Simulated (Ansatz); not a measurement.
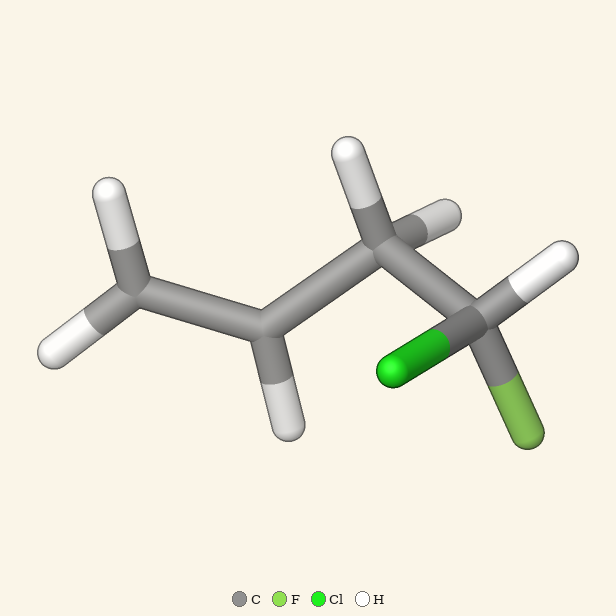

Count the atoms of each element.

C₄H₆ClF, 12 atoms: 4 carbon, 6 hydrogen, 1 chlorine and 1 fluorine.

What is the point group of this geometry?

C1.

More results for the same structure follow; atom numbers are the same in all pictures, views and colours differ. The geometry was computed by an optimisation with PBE0-D4/def2-TZVP.

## Geometry

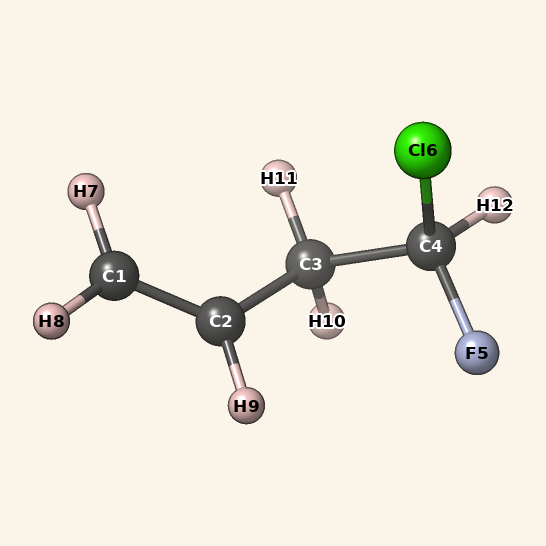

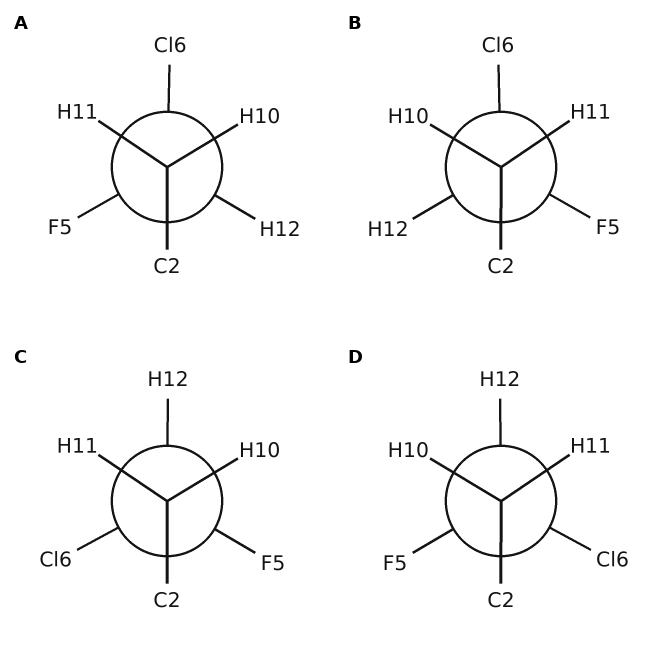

Depth is shown by fading: the farther an atom, the more it takes the colour of the background. Bonds that would overlap in a projection are set slightly apart.

Which Newman projection shows the view along C3–C4, with C3 in front?

D. The torsion angle C2–C3–C4–Cl6 is −61°, synclinal (gauche).

## Dipole moment

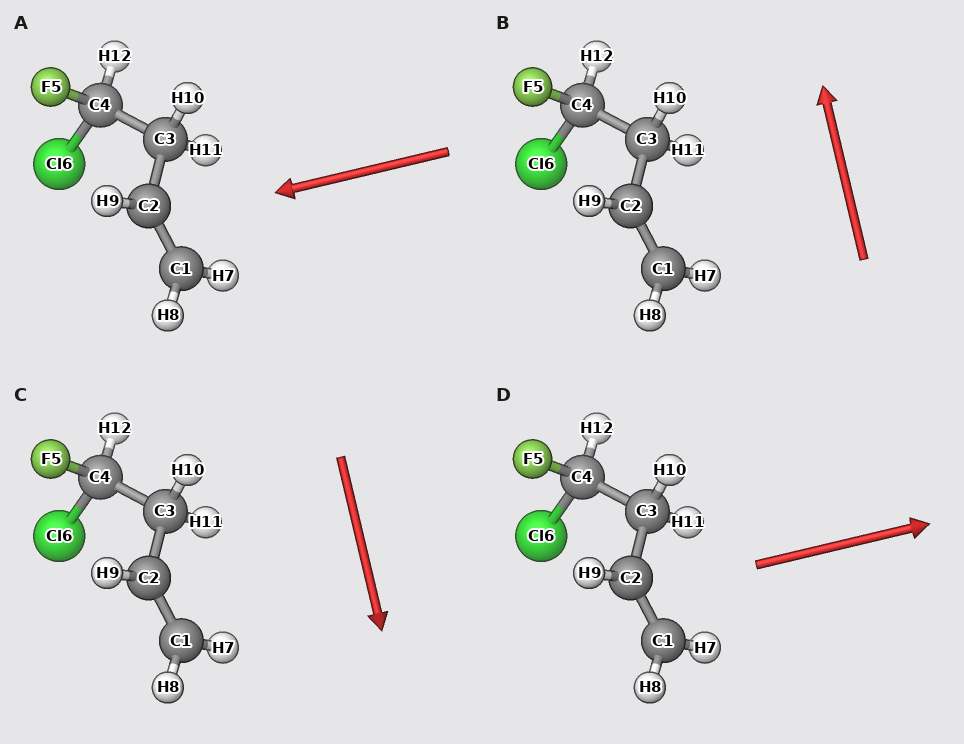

The same molecule four times, each with an arrow. Method: RKS ωB97M-V/def2-TZVPP (Ansatz 0.2.0).

Which arrow points along the dipole moment, from the negative to the positive end?

D. The dipole moment is 2.03 D; it points from the side of Cl6 to the side of H10, H11 (the outermost atoms at the two ends).

## Vibrations

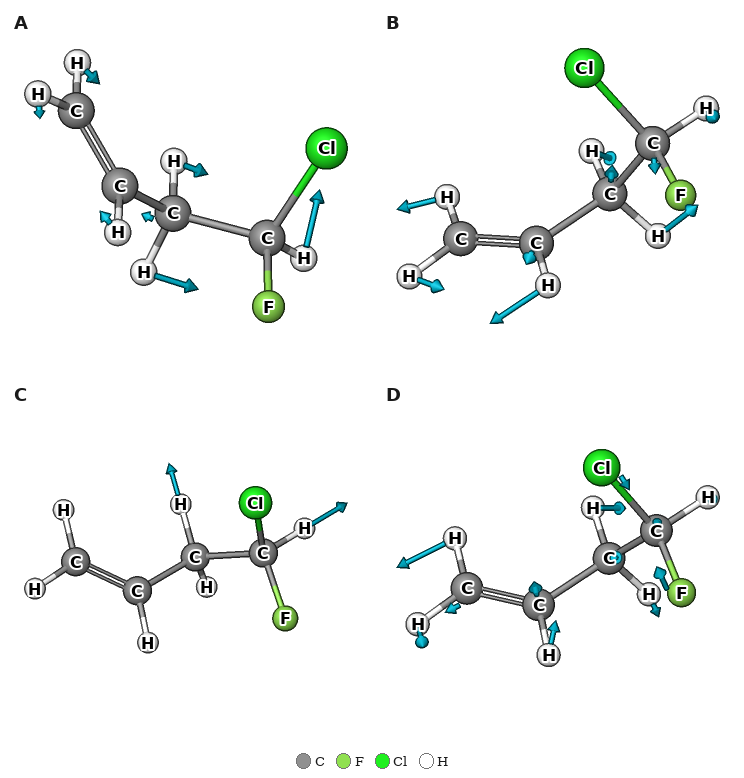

4 normal modes of one molecule or complex, as arrows. Harmonic vibrations computed with RKS PBE0-D4/def2-TZVP (Ansatz 0.2.0) at a stationary point of the same level.

Match the panels to the wavenumbers 367 cm⁻¹, 1159 cm⁻¹, 1349 cm⁻¹, 3117 cm⁻¹.

A: 1349 cm⁻¹
B: 1159 cm⁻¹
C: 3117 cm⁻¹, in-phase stretching of 2 C–H bonds
D: 367 cm⁻¹, angle bending

## Electronic properties

Properties computed with RKS r2SCAN0-D4/def2-TZVPP (Ansatz 0.2.0).

Give the dispersion correction at this level.

−7.5 kJ/mol.

Estimate the LUMO energy (Kohn–Sham orbital).

0.08 eV.

Give the HOMO energy (Kohn–Sham orbital) at this level.

−7.93 eV.
